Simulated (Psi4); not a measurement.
**Li2 (lithium dimer): M06-2X/aug-cc-pVTZ (sweep point 2)**

What is the vertical ionisation energy of Li2 (lithium dimer) at M06-2X/aug-cc-pVTZ (sweep point 2)? 

The calculation is run with Psi4 1.11.

2 further runs of the same task are left out: 2 that didn't finish.

## 1. The system as given

Li2 has 2 atoms, charge 0, and is taken as a singlet. SMILES: `[Li][Li]`. The bond length is the measured one.

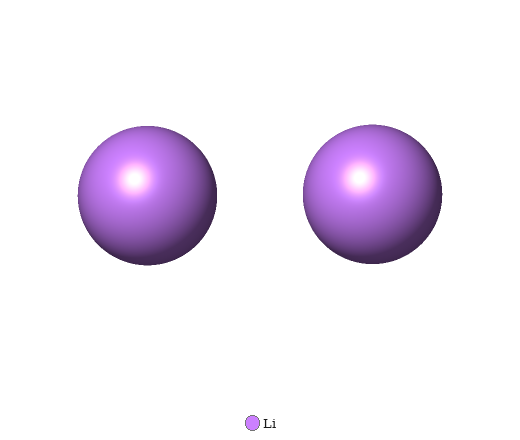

The structure, seen from a chosen angle (lithium purple).

## 2. A single-point energy at M06-2X/aug-cc-pVTZ (sweep point 2)

Contents of job.py:

```python
import psi4

psi4.set_memory(1600000000)
psi4.set_num_threads(1)
psi4.set_output_file('psi4.out', False)

geom = psi4.geometry("""
0 1
Li     0.000000     0.000000     0.000000
Li     0.000000     0.000000     2.672900
symmetry c1
""")

psi4.set_options({
    'basis': 'aug-cc-pVTZ',
    'puream': True,
    'scf_type': 'pk',
    'dft_radial_points': 99,
    'dft_spherical_points': 590,
})

e, wfn = psi4.energy('m06-2x', molecule=geom, return_wfn=True)
print(f'm06-2x energy: {e:.10f} Eh')
for k, v in sorted(psi4.core.scalar_variables().items()):
    print(f'{k:45s} {v:18.10f}')
```

Launch:

```
$ python job.py
```

psi4.out:

```text
[...]
  Running in c1 symmetry.
[...]
  Nuclear repulsion =    1.781808109555165
[...]
  Multiplicity = 1
[...]
  Nalpha       = 3
  Nbeta        = 3
[...]
    Number of basis functions: 92
[...]
   @RKS iter   1:   -14.97653178424078   -1.75744e-01   1.00241e-03 ADIIS/DIIS
[...]
   @RKS iter   6:   -15.00047050626628   -3.18108e-07   3.73790e-07 DIIS
[...]
    Orbital Energies [Eh]
    ---------------------
    Doubly Occupied:
       1A     -2.162188     2A     -2.161879     3A     -0.157815
    Virtual:
       4A     -0.033237     5A     -0.012328     6A     -0.012328
       7A     -0.007214     8A      0.006072     9A      0.010072
      10A      0.010072    11A      0.012514    12A      0.015241
      13A      0.015241    14A      0.020415    15A      0.028630
      16A      0.043401    17A      0.043401    18A      0.075279
      19A      0.075844    20A      0.081373    21A      0.081373
      22A      0.092906    23A      0.092906    24A      0.099516
      25A      0.099516    26A      0.101070    27A      0.107389
[...]
  @RKS Final Energy:   -15.00047050626628
   => Energetics <=
    Nuclear Repulsion Energy =              1.7818081095551650
    One-Electron Energy =                 -23.1567668533920354
    Two-Electron Energy =                   8.1422756413301194
    DFT Exchange-Correlation Energy =      -1.7677874037595305
    Empirical Dispersion Energy =           0.0000000000000000
    VV10 Nonlocal Energy =                  0.0000000000000000
    Total Energy =                        -15.0004705062662822
[...]
 Multipole Moments:
 ------------------------------------------------------------------------------------
     Multipole            Electronic (a.u.)      Nuclear  (a.u.)        Total (a.u.)
 ------------------------------------------------------------------------------------
 L = 1.  Multiply by 2.5417464519 to convert [e a0] to [Debye]
 Dipole X            :         -0.0000000            0.0000000           -0.0000000
 Dipole Y            :          0.0000000            0.0000000            0.0000000
 Dipole Z            :          0.0000000            0.0000000            0.0000000
 Magnitude           :                                                    0.0000000
[...]
```

Standard output:

```text
m06-2x energy: -15.0004705063 Eh
CURRENT ENERGY                                    -15.0004705063
CURRENT REFERENCE ENERGY                          -15.0004705063
DD SOLVATION ENERGY                                 0.0000000000
DFT FUNCTIONAL TOTAL ENERGY                       -15.0004705063
DFT TOTAL ENERGY                                  -15.0004705063
DFT VV10 ENERGY                                     0.0000000000
DFT XC ENERGY                                      -1.7677874038
GRID ELECTRONS ALPHA                                3.0000000051
GRID ELECTRONS BETA                                 3.0000000051
GRID ELECTRONS TOTAL                                6.0000000102
NUCLEAR REPULSION ENERGY                            1.7818081096
ONE-ELECTRON ENERGY                               -23.1567668534
PCM POLARIZATION ENERGY                             0.0000000000
PE ENERGY                                           0.0000000000
SCF ITERATION ENERGY                              -15.0004705063
SCF ITERATIONS                                      6.0000000000
SCF TOTAL ENERGY                                  -15.0004705063
TWO-ELECTRON ENERGY                                 8.1422756413
XC GRID RADIAL POINTS                              99.0000000000
XC GRID SPHERICAL POINTS                          590.0000000000
XC GRID TOTAL POINTS                           115314.0000000000
```

Run time: 13 s. Hardware: 1 thread of Intel Xeon Platinum 8259CL at 2.50GHz (Skylake/Cascade Lake), shared host; peak memory 0.81 GiB.

## 3. The doublet cation

Contents of job.py:

```python
import psi4

psi4.set_memory('1600 MB')
psi4.set_num_threads(1)
psi4.set_output_file('run.log', False)

molecule = psi4.geometry("""
1 2
Li     0.000000     0.000000     0.000000
Li     0.000000     0.000000     2.672900
symmetry c1
""")

options = {'basis': 'aug-cc-pVTZ', 'reference': 'uks', 'puream': True, 'scf_type': 'pk', 'dft_radial_points': 99, 'dft_spherical_points': 590, 'maxiter': 150}
psi4.set_options(options)

result = psi4.energy("m06-2x")
print(f'm06-2x energy: {result:.10f} Eh')
```

Launch:

```
$ python job.py
```

run.log:

```text
[...]
  Running in c1 symmetry.
[...]
  Nuclear repulsion =    1.781808109555165
[...]
  Multiplicity = 2
[...]
  Nalpha       = 3
  Nbeta        = 2
[...]
    Number of basis functions: 92
[...]
   @UKS iter   1:   -14.79783621885914    2.95187e-03   3.92667e-04 DIIS/ADIIS
[...]
   @UKS iter   6:   -14.80030838084062   -4.72060e-08   9.28491e-08 DIIS
[...]
   @S^2 Observed:                7.500626291E-01
[...]
    Orbital Energies [Eh]
    ---------------------
    Alpha Occupied:
       1A     -2.394353     2A     -2.393689     3A     -0.374752
    Alpha Virtual:
       4A     -0.158672     5A     -0.158503     6A     -0.158503
       7A     -0.135884     8A     -0.096115     9A     -0.096115
      10A     -0.085550    11A     -0.077266    12A     -0.077266
      13A     -0.073004    14A     -0.063121    15A     -0.052794
      16A     -0.052794    17A     -0.045837    18A     -0.045837
      19A     -0.040880    20A     -0.026825    21A     -0.026825
      22A     -0.022933    23A     -0.021882    24A     -0.017979
      25A     -0.017979    26A     -0.008912    27A     -0.008912
[...]
  @UKS Final Energy:   -14.80030838084062
   => Energetics <=
    Nuclear Repulsion Energy =              1.7818081095551650
    One-Electron Energy =                 -21.8440331739173814
    Two-Electron Energy =                   6.9494764943422354
    DFT Exchange-Correlation Energy =      -1.6875598108206384
    Empirical Dispersion Energy =           0.0000000000000000
    VV10 Nonlocal Energy =                  0.0000000000000000
    Total Energy =                        -14.8003083808406188
[...]
 Multipole Moments:
 ------------------------------------------------------------------------------------
     Multipole            Electronic (a.u.)      Nuclear  (a.u.)        Total (a.u.)
 ------------------------------------------------------------------------------------
 L = 1.  Multiply by 2.5417464519 to convert [e a0] to [Debye]
 Dipole X            :         -0.0000000            0.0000000           -0.0000000
 Dipole Y            :          0.0000000            0.0000000            0.0000000
 Dipole Z            :          0.0000000            0.0000000            0.0000000
 Magnitude           :                                                    0.0000000
[...]
```

The script printed:

```text
m06-2x energy: -14.8003083808 Eh
```

Wall time 21 s (1 thread of Intel Xeon Platinum 8259CL at 2.50GHz (Skylake/Cascade Lake), shared host); peak memory 0.83 GiB.

## 4. Outcome

At M06-2X/aug-cc-pVTZ (sweep point 2):

```
                                          quantity         value
                         singlet Li2: total energy  -15.00047 Eh
                        singlet Li2: dipole moment        0.00 D
                          singlet Li2: HOMO energy      -4.29 eV
                          singlet Li2: LUMO energy      -0.90 eV
                        singlet Li2: HOMO–LUMO gap       3.39 eV
                      doublet cation: total energy  -14.80031 Eh
doublet cation: HOMO energy (highest over α and β)     -10.20 eV
 doublet cation: LUMO energy (lowest over α and β)      -4.32 eV
                              doublet cation: ⟨S²⟩         0.750
vertical ionisation energy (to the doublet cation)      5.447 eV
```

Removing an electron at fixed nuclei costs 5.45 eV (126 kcal/mol). −ε(HOMO) before ionisation, 4.29 eV, is 1.15 eV below this ionisation energy.
